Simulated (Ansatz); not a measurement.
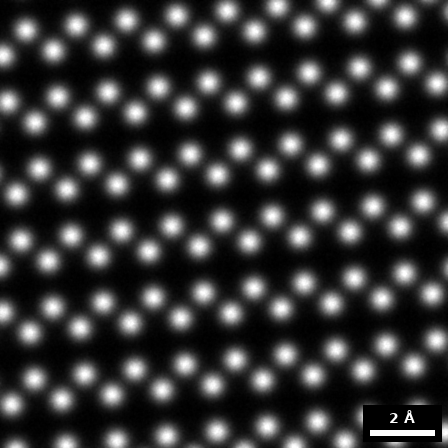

HAADF-like image of Co (P6_3/mmc, No. 194). The image is simulated as a sum over atoms of Z^1.7, blurred by a 0.54 Å probe (no channelling). The probe carries 25 % of its weight in a tail 2.5 times as wide. Shot noise was added. Structure: the input geometry of a calculation.

```yaml
crystal:
  lattice:
    - [2.51226, 0.00000, 0.00000]
    - [-1.25613, 2.17568, 0.00000]
    - [0.00000, 0.00000, 4.05620]
  atoms:
    - { symbol: Co, position: [0.33333, 0.66667, 0.25000] }
    - { symbol: Co, position: [0.66667, 0.33333, 0.75000] }
```

Question: Along which zone axis is the crystal seen: [102], [310], [201] or [211]? (Directions equivalent by symmetry count as one.)

Answer: [201]. The projected cells are 1.20 × 2.18 Å, 90° for [102]; 0.82 × 4.06 Å, 90° for [310]; 1.58 × 2.31 Å, 110° for [201]; 1.94 × 1.94 Å, 99° for [211], and the image repeats as the [201] one does.
